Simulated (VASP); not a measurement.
Energy against volume of GaSb (zinc blende). These are LDA (Ceperley-Alder, Perdew-Zunger), VASP's LDA PAW potentials (set 64) (plane waves; VASP 6.6.1) values and carry that method's errors.

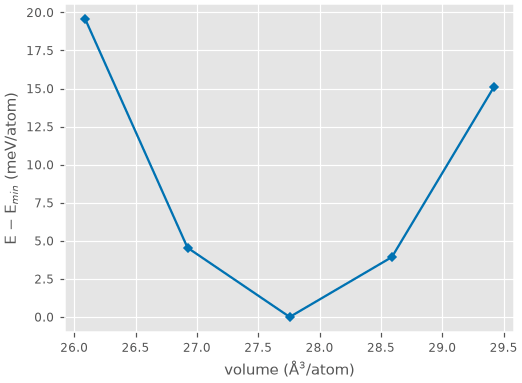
*Energy against volume*

Problem. Estimate the equilibrium volume and the bulk modulus.

Solution. The minimum lies near 27.8 Å³/atom, and the curvature gives B0 of about 55 GPa.

Measured: bulk modulus 57.0 GPa (computed value off by -3.5 %), as given by Cormac Toher et al., Physical Review Materials (2017), arXiv:1611.05714; a 6.096 Å at 300 K (computed value off by -0.7 %), as given by I. Vurgaftman et al., Journal of Applied Physics (2001), doi:10.1063/1.1368156. The calculation is for a static lattice, while the measured bulk modulus, a hold thermal and zero-point effects, which are part of the difference.

The compound is GaSb in the zinc blende structure. It was relaxed first.
